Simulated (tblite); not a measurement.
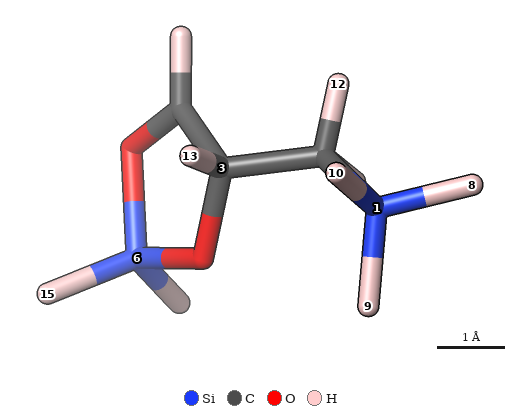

The input geometry (stick view, seen at a tilt; atoms are numbered from 1 in the order of the input). Bond lengths as drawn: C–C 1.49 to 1.53 Å, C–H 1.08 to 1.11 Å, C–O 1.37 to 1.44 Å, C–Si 1.85 Å, H–Si 1.47 to 1.49 Å and O–Si 1.67 to 1.68 Å.

Geometry relaxation, with input and output: C₃H₉O₂Si₂ (part 1 of 2)

The run: geometry relaxation of C₃H₉O₂Si₂, multiplicity 2. Method and program: GFN2-xTB geometry optimisation, gas phase (tblite 0.8.0).

It belongs to a series of runs on one base structure; here: H removed from sp3 C.

The input
```
{"job": {"kind": "relax", "xc": "GFN2-xTB", "basis": "xTB"}, "charge": 0, "multiplicity": 2}
Si    -2.477700    -0.236300    -0.540100
C     -0.930900    -0.672500     0.381800
C      0.150000     0.416800     0.414800
C      1.213000     0.130900     1.412200
O      2.504100     0.093300     0.955700
Si     2.429400     0.368100    -0.702400
O      0.775900     0.504800    -0.882300
H     -3.470100    -1.327700    -0.398600
H     -2.216000    -0.018000    -1.981700
H     -3.083900     0.996600     0.047300
H     -0.520700    -1.593900    -0.056700
H     -1.226300    -0.925400     1.420500
H     -0.301100     1.402700     0.650200
H      1.113600     0.011000     2.484200
H      3.091600     1.655700    -1.052800
H      2.941500    -0.797200    -1.445400
```

The first line tells a small driver script what to run in tblite; the rest is the geometry in Å.

Hardware: 1 CPU thread, shared host.

Run as:
```bash
OMP_NUM_THREADS=1 python <driver script> task.json out
```

Output
```
step      E/eV     max force
  0    -615.72048    1.628
  1    -615.83539    0.945
  2    -615.88666    0.385
  3    -615.89568    0.192
  4    -615.89958    0.131
  5    -615.90205    0.156
  6    -615.90450    0.182
  7    -615.90636    0.121
  8    -615.90783    0.086
  9    -615.90910    0.090
 10    -615.91029    0.118
 11    -615.91135    0.096
 12    -615.91226    0.078
 13    -615.91308    0.070
 14    -615.91400    0.100
 15    -615.91518    0.120
 16    -615.91668    0.101
 17    -615.91839    0.103
 18    -615.92002    0.092
 19    -615.92147    0.085
 20    -615.92294    0.097
 21    -615.92485    0.118
 22    -615.92746    0.139
 23    -615.93043    0.135
 24    -615.93291    0.113
 25    -615.93469    0.095
 26    -615.93632    0.112
 27    -615.93843    0.139
 28    -615.94102    0.153
 29    -615.94344    0.125
 30    -615.94528    0.125
 31    -615.94711    0.133
 32    -615.94965    0.185
 33    -615.95309    0.221
 34    -615.95699    0.201
 35    -615.96058    0.136
 36    -615.96307    0.182
 37    -615.96466    0.211
 38    -615.96692    0.155
 39    -615.97057    0.101
 40    -615.97294    0.094
 41    -615.97581    0.149
 42    -615.97787    0.133
 43    -615.97966    0.107
 44    -615.98108    0.092
 45    -615.98262    0.099
 46    -615.98449    0.109
 47    -615.98618    0.091
 48    -615.98741    0.081
 49    -615.98830    0.077
 50    -615.98907    0.066
 51    -615.98980    0.067
 52    -615.99042    0.056
 53    -615.99080    0.040
 54    -615.99107    0.044
 55    -615.99137    0.036
 56    -615.99163    0.037
 57    -615.99187    0.044
 58    -615.99210    0.048
 59    -615.99238    0.045
 60    -615.99277    0.057
 61    -615.99323    0.053
 62    -615.99362    0.036
 63    -615.99387    0.029
 64    -615.99406    0.031
 65    -615.99430    0.040
 66    -615.99464    0.045
 67    -615.99499    0.044
 68    -615.99526    0.037
 69    -615.99547    0.040
 70    -615.99570    0.041
 71    -615.99597    0.041
 72    -615.99619    0.027
 73    -615.99632    0.031
 74    -615.99642    0.031
 75    -615.99658    0.030
 76    -615.99681    0.043
 77    -615.99704    0.036
 78    -615.99718    0.025
 79    -615.99727    0.021
 80    -615.99736    0.020
 81    -615.99749    0.028
 82    -615.99764    0.025
 83    -615.99776    0.024
 84    -615.99788    0.025
 85    -615.99805    0.036
 86    -615.99834    0.048
 87    -615.99871    0.050
 88    -615.99902    0.041
 89    -615.99920    0.034
 90    -615.99931    0.032
 91    -615.99949    0.028
 92    -615.99974    0.037
 93    -616.00005    0.046
 94    -616.00041    0.049
 95    -616.00084    0.051
 96    -616.00127    0.048
 97    -616.00154    0.028
 98    -616.00167    0.029
 99    -616.00175    0.034
100    -616.00187    0.027
101    -616.00212    0.028
102    -616.00244    0.048
103    -616.00272    0.055
104    -616.00302    0.046
105    -616.00333    0.044
106    -616.00374    0.054
107    -616.00426    0.066
108    -616.00473    0.076
109    -616.00509    0.082
110    -616.00561    0.037
111    -616.00593    0.023
112    -616.00611    0.020
113    -616.00623    0.026
114    -616.00636    0.025
115    -616.00650    0.028
116    -616.00660    0.026
117    -616.00667    0.022
118    -616.00675    0.023
119    -616.00688    0.027
120    -616.00701    0.025
121    -616.00711    0.021
122    -616.00718    0.021
123    -616.00723    0.014
124    -616.00727    0.010
125    -616.00729    0.008
```

Trajectory as extended XYZ (Å, eV, eV/Å), 14 of the 126 frames kept, from step=0 to step=125
```
16
Properties=species:S:1:pos:R:3:forces:R:3 step=0 energy=-615.72048
Si   -2.4777   -0.2363   -0.5401   -1.2060   0.6730  -0.8620
C    -0.9309   -0.6725    0.3818    0.4140  -0.5630   0.8500
C     0.1500    0.4168    0.4148    0.2480  -0.1230  -0.3590
C     1.2130    0.1309    1.4122    0.6240  -0.1840   0.5470
O     2.5041    0.0933    0.9557   -1.0160   0.2330  -1.0670
Si    2.4294    0.3681   -0.7024    0.0030   0.2040  -0.4060
O     0.7759    0.5048   -0.8823    0.8220  -0.0850   1.3450
H    -3.4701   -1.3277   -0.3986    0.2390   0.1560   0.0050
H    -2.2160   -0.0180   -1.9817   -0.0390  -0.0440   0.3500
H    -3.0839    0.9966    0.0473    0.2120  -0.3480  -0.1590
H    -0.5207   -1.5939   -0.0567    0.1800   0.2880   0.2170
H    -1.2263   -0.9254    1.4205    0.3480   0.1500  -0.3570
H    -0.3011    1.4027    0.6502   -0.1180  -0.1940  -0.2150
H     1.1136    0.0110    2.4842   -0.2060   0.0760  -0.4350
H     3.0916    1.6557   -1.0528   -0.3020  -0.5080   0.2550
H     2.9415   -0.7972   -1.4454   -0.2050   0.2700   0.2930
16
Properties=species:S:1:pos:R:3:forces:R:3 step=10 energy=-615.91029
Si   -2.4957   -0.2097   -0.5692    0.0900  -0.0600   0.0480
C    -0.9239   -0.6881    0.4009   -0.0480   0.0090  -0.0550
C     0.1529    0.4032    0.4250   -0.0440  -0.0080   0.0500
C     1.2219    0.1119    1.4173   -0.0310   0.0540  -0.0380
O     2.4693    0.0996    0.8982   -0.0030  -0.0110  -0.0260
Si    2.4172    0.3744   -0.7356    0.0160  -0.0110  -0.0130
O     0.7900    0.5138   -0.8314    0.0070   0.0210   0.0350
H    -3.4493   -1.3130   -0.4063    0.0140   0.0110  -0.0200
H    -2.2144   -0.0032   -1.9870    0.0280   0.0200   0.0140
H    -3.0738    0.9982    0.0305    0.0410  -0.0010  -0.0230
H    -0.4703   -1.5852   -0.0217   -0.0100  -0.0350   0.0270
H    -1.1840   -0.9151    1.4361   -0.0100  -0.0060  -0.0130
H    -0.3408    1.3709    0.6323    0.0330   0.0110   0.0330
H     1.1054    0.0141    2.4766    0.0060   0.0130  -0.0290
H     3.0742    1.6405   -1.0287   -0.0280  -0.0360   0.0030
H     2.9137   -0.8034   -1.4303   -0.0610   0.0290   0.0070
16
Properties=species:S:1:pos:R:3:forces:R:3 step=19 energy=-615.92147
Si   -2.4544   -0.2257   -0.5864    0.0790  -0.0120   0.0280
C    -0.9083   -0.7093    0.4168   -0.0470   0.0330  -0.0020
C     0.1399    0.4121    0.4454   -0.0450   0.0080   0.0290
C     1.2253    0.1484    1.4222   -0.0340  -0.0050  -0.0250
O     2.4573    0.0736    0.8735   -0.0100  -0.0010   0.0050
Si    2.3756    0.3712   -0.7553    0.0430  -0.0190   0.0190
O     0.7527    0.5599   -0.8181    0.0320  -0.0360   0.0370
H    -3.4278   -1.3131   -0.4434    0.0140   0.0160  -0.0360
H    -2.1496    0.0277   -1.9898    0.0430  -0.0600  -0.0360
H    -3.0004    1.0015   -0.0006   -0.0320   0.0070   0.0400
H    -0.4390   -1.6157    0.0288    0.0110   0.0790  -0.0180
H    -1.1909   -0.9211    1.4492   -0.0170   0.0130   0.0100
H    -0.3693    1.3649    0.6734   -0.0630  -0.0050   0.0270
H     1.1091    0.0274    2.4785    0.0660  -0.0200  -0.0120
H     3.0515    1.6303   -1.0321   -0.0120  -0.0470  -0.0440
H     2.8207   -0.8233   -1.4555   -0.0260   0.0470  -0.0200
16
Properties=species:S:1:pos:R:3:forces:R:3 step=29 energy=-615.94344
Si   -2.3529   -0.2303   -0.6387    0.0750  -0.0600   0.0380
C    -0.8885   -0.7146    0.4730   -0.0200   0.0190   0.0410
C     0.1043    0.4538    0.5325   -0.0180   0.0050   0.0060
C     1.2385    0.2207    1.4612   -0.0030  -0.0100  -0.0530
O     2.4185    0.0203    0.8302    0.0130   0.0100  -0.0330
Si    2.2663    0.3510   -0.7876    0.0650   0.0060  -0.0130
O     0.6610    0.6514   -0.7509    0.0610   0.0200   0.0370
H    -3.3551   -1.2908   -0.5860   -0.0630  -0.0860   0.0060
H    -1.9348   -0.0121   -2.0149    0.0330   0.0220  -0.0720
H    -2.8999    0.9879   -0.0418   -0.0920   0.0760  -0.0370
H    -0.3628   -1.6008    0.1129   -0.0150   0.0590   0.0140
H    -1.2321   -0.9257    1.4853    0.0020  -0.0180   0.0300
H    -0.4548    1.3668    0.7929    0.0280   0.0160   0.0750
H     1.1792    0.0078    2.5097   -0.0140  -0.0430  -0.0740
H     3.0037    1.5599   -1.1152   -0.0190   0.0120  -0.0040
H     2.6018   -0.8363   -1.5558   -0.0320  -0.0280   0.0390
16
Properties=species:S:1:pos:R:3:forces:R:3 step=38 energy=-615.96692
Si   -2.2940   -0.2420   -0.6753    0.1210  -0.0700   0.0660
C    -0.8832   -0.6783    0.5342    0.0420   0.0080  -0.0160
C     0.0973    0.5058    0.6103   -0.0120  -0.0200   0.0040
C     1.2744    0.2418    1.4759   -0.0020  -0.0410   0.0010
O     2.4105   -0.0035    0.7814   -0.0630   0.0120  -0.0040
Si    2.1852    0.3473   -0.8231    0.0080   0.0150   0.0020
O     0.6065    0.7569   -0.6850    0.0360  -0.0010   0.0360
H    -3.2968   -1.3069   -0.6951    0.0100  -0.0990   0.0480
H    -1.7640   -0.0618   -2.0203    0.0090   0.0260  -0.0460
H    -2.9361    0.9717   -0.1745   -0.0200   0.0940   0.0030
H    -0.3168   -1.5441    0.1849   -0.0430  -0.0010  -0.0270
H    -1.2450   -0.9241    1.5344   -0.0220   0.1300  -0.0510
H    -0.4477    1.4012    0.9481   -0.0140  -0.0170  -0.0540
H     1.2245   -0.0973    2.4906    0.0280  -0.0650   0.0210
H     2.9592    1.5181   -1.1992   -0.0270  -0.0170  -0.0100
H     2.4185   -0.8758   -1.5807   -0.0500   0.0480   0.0280
16
Properties=species:S:1:pos:R:3:forces:R:3 step=48 energy=-615.98741
Si   -2.2304   -0.2500   -0.7176    0.0320  -0.0190   0.0260
C    -0.8791   -0.6345    0.5676    0.0610   0.0370   0.0380
C     0.0979    0.5450    0.6708    0.0240   0.0120   0.0230
C     1.2950    0.2206    1.4977   -0.0020   0.0050  -0.0170
O     2.4001   -0.0180    0.7513   -0.0210   0.0100  -0.0160
Si    2.1174    0.3582   -0.8354   -0.0040  -0.0050  -0.0350
O     0.5815    0.8692   -0.6154   -0.0400  -0.0640   0.0050
H    -3.1649   -1.3815   -0.7167    0.0020   0.0140  -0.0060
H    -1.6333   -0.0938   -2.0399   -0.0350  -0.0050  -0.0170
H    -2.9367    0.9674   -0.3060    0.0210  -0.0220  -0.0090
H    -0.3119   -1.5174    0.2632   -0.0150   0.0240   0.0250
H    -1.2890   -0.8359    1.5576   -0.0310   0.0170  -0.0340
H    -0.4410    1.4255    1.0495   -0.0020  -0.0240   0.0350
H     1.2630   -0.2522    2.4609   -0.0530  -0.0150   0.0040
H     2.9094    1.4831   -1.2818    0.0600   0.0500   0.0040
H     2.2145   -0.8769   -1.5990    0.0030  -0.0150  -0.0250
16
Properties=species:S:1:pos:R:3:forces:R:3 step=58 energy=-615.99210
Si   -2.2033   -0.2572   -0.7291   -0.0130   0.0050  -0.0090
C    -0.8781   -0.6211    0.5870    0.0090   0.0100  -0.0040
C     0.0996    0.5537    0.6871    0.0090   0.0210  -0.0020
C     1.3028    0.2166    1.4977   -0.0040  -0.0140   0.0090
O     2.3980   -0.0204    0.7362   -0.0330   0.0050  -0.0020
Si    2.0997    0.3666   -0.8460   -0.0030   0.0040  -0.0060
O     0.5650    0.8767   -0.6063    0.0180   0.0010   0.0080
H    -3.1280   -1.3960   -0.7188   -0.0170   0.0010  -0.0070
H    -1.6238   -0.1091   -2.0605    0.0030  -0.0160   0.0120
H    -2.9178    0.9601   -0.3348    0.0060  -0.0060  -0.0060
H    -0.3062   -1.5080    0.3084   -0.0230  -0.0260   0.0330
H    -1.3218   -0.8032    1.5655    0.0160  -0.0030  -0.0030
H    -0.4307    1.4303    1.0840   -0.0090   0.0200  -0.0100
H     1.2515   -0.2970    2.4403    0.0220  -0.0130   0.0030
H     2.9153    1.4809   -1.2839    0.0060   0.0210   0.0150
H     2.1701   -0.8638   -1.6202    0.0110  -0.0120  -0.0290
```
